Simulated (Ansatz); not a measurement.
Consider Ir₃Ru₂.

The calculation's input:

```
crystal:
  lattice:
    - [2.7398362, 0.0, 0.0]
    - [-1.3699181, 2.3727678, 0.0]
    - [0.0, 0.0, 21.8756205]
  atoms:
    - { symbol: Ru, position: [0.6666667, 0.3333333, 0.099793] }
    - { symbol: Ru, position: [0.6666667, 0.3333333, 0.298679] }
    - { symbol: Ru, position: [0.6666667, 0.3333333, 0.701321] }
    - { symbol: Ru, position: [0.6666667, 0.3333333, 0.900207] }
    - { symbol: Ir, position: [0.3333333, 0.6666667, 0.0] }
    - { symbol: Ir, position: [0.3333333, 0.6666667, 0.19919] }
    - { symbol: Ir, position: [0.3333333, 0.6666667, 0.397163] }
    - { symbol: Ir, position: [0.3333333, 0.6666667, 0.602837] }
    - { symbol: Ir, position: [0.3333333, 0.6666667, 0.80081] }
    - { symbol: Ir, position: [0.6666667, 0.3333333, 0.5] }
basis:
  ecutwfc: 420
kpoints:
  mp_grid: { grid: [18, 18, 2] }
hamiltonian:
  xc: pbe
scf:
  occupations: { method: gaussian, width: 0.1 }
output:
  forces: true
  stress: true
  eigenvalues: true
  write_density: true
  write_potential: true
  elf: true
  volumetric_format: npy
relax:
  adjacent_minimum: "off"
  f_tol: 0.01
  max_steps: 80
  cell: { stress_tol: 0.05 }
```

Launched as:

```sh
ansatz run input.yaml --threads 4 --pin off --max-ram 8192MiB --backend cpu --events-out ev --progress --plain --runs-dir out
```

Below, planes, directions and counts refer to the conventional cell (a = 2.74 Å, b = 2.74 Å, c = 21.88 Å, α = 90.00°, β = 90.00°, γ = 120.00°).

Space group P-6m2; a structure generated by program, which may or may not match a known phase; computed without spin polarisation.

All numbers below come from DFT PBE, scalar-relativistic, plane waves, PAW in Ansatz.

### Predict the valence pseudo-density and electron localisation function between the atoms.

Ru–Ru (2.74 Å): the density is about 0.37 e/Å³ at the midpoint; the ELF is about 0.30 at the midpoint.
Ir–Ir (2.74 Å): the density is about 0.43 e/Å³ at the midpoint; the ELF is about 0.35 at the midpoint.

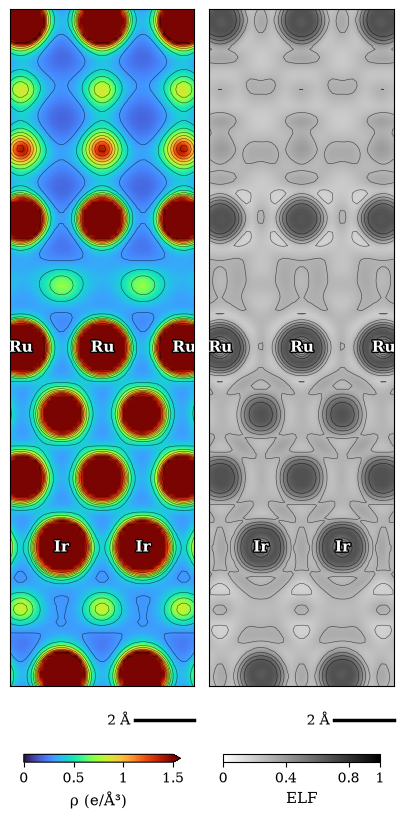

Computed valence pseudo-density and electron localisation function on the (101) plane of the conventional cell, in this order. Atoms just off the plane (Ru, 0.5 Å away and Ir, 0.4 Å away) can leave unmarked features too.

In a PAW calculation such maps are meaningful between the atoms, not at the nuclei.
